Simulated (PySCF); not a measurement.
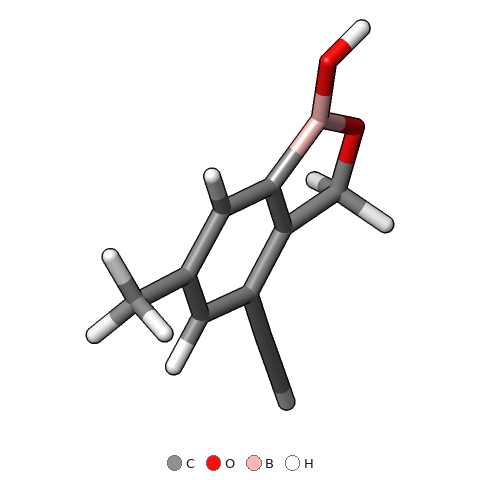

The molecule: C₁₀H₉BO₂, SMILES C#Cc1cc(C)cc2c1COB2O.

Simulated rotational absorption lines between 2 and 20 GHz at 5 K: rigid rotor with the equilibrium constants and dipole of one optimised conformer (PBE0-D3(BJ)/def2-SVP, PySCF), commonest isotopes; no centrifugal distortion, hyperfine structure, internal rotation or nuclear-spin weights; lines within 1 MHz of each other are summed.

Q: What are the rotational constants, and what kind of rotor is it?

A: Rotational constants A, B, C = 0.9937, 0.7426, 0.4273 GHz; Ray's κ = 0.11, an asymmetric top midway between the limits.

Q: Which dipole components drive the lines?

A:
|μa|, |μb|, |μc| = 0.53, 0.20, 0.05 D; a-type lines carry 88 % of the intensity in this range.

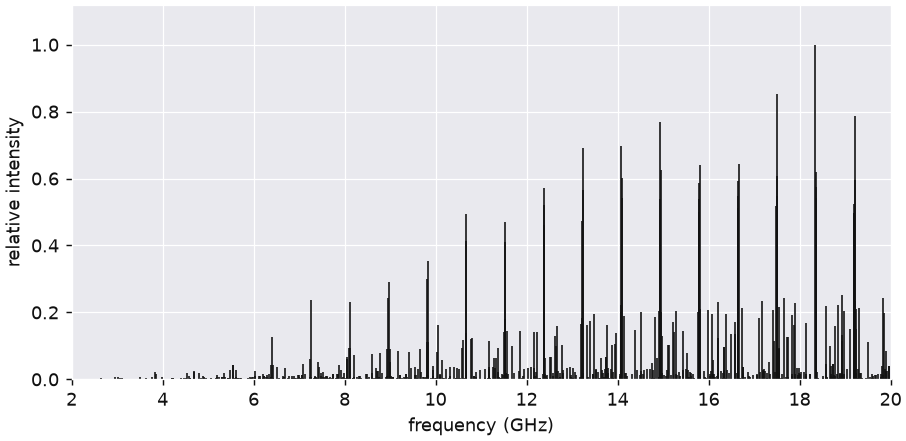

Note: coarse grid, loose stop and no frequency check, small forces are noise and the end may be a saddle.
